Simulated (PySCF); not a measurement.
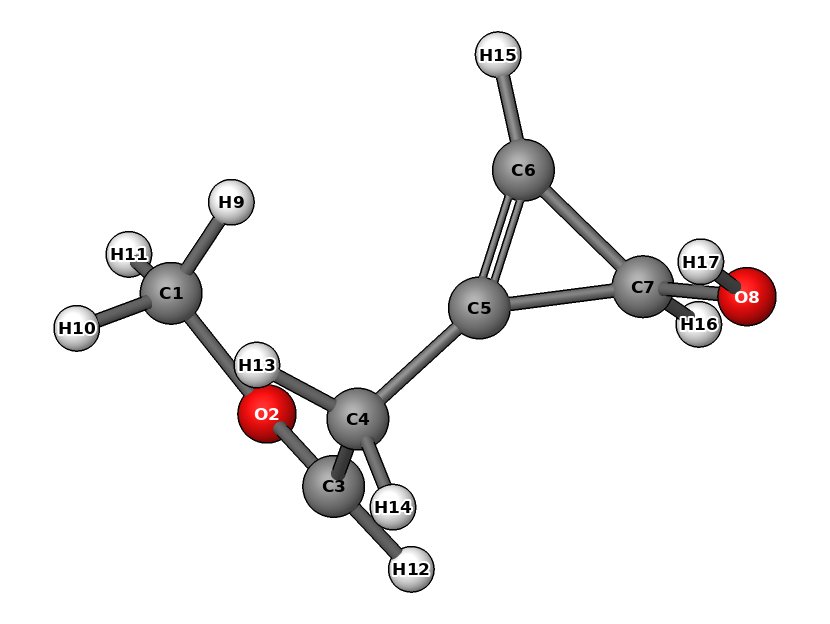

The questions are on Mulliken spin populations. State: neutral, doublet. The computed structure is the end point of a GFN2-xTB optimisation. No frequency run is at hand to confirm it as a minimum. Properties computed with UKS B3LYP, pcH-1 on C H O, non-relativistic (PySCF 2.14.0).

Q: Which atom carries the largest spin population?

A: C3 (0.85 e).

Q: Which atom has the lowest spin population?

A: C4 (−0.05 e); a negative value comes from spin polarisation.

List the Mulliken spin populations.

```tsv
atom	value (e)
C1	−0.01
O2	0.12
C3	0.85
C4	−0.05
C5	0.01
C6	0.08
C7	0.00
O8	0.00
H9	0.01
H10	0.02
H11	0.00
H12	−0.04
H13	0.01
H14	0.01
H15	0.00
H16	0.00
H17	0.00
```

Mulliken values depend strongly on the basis set.
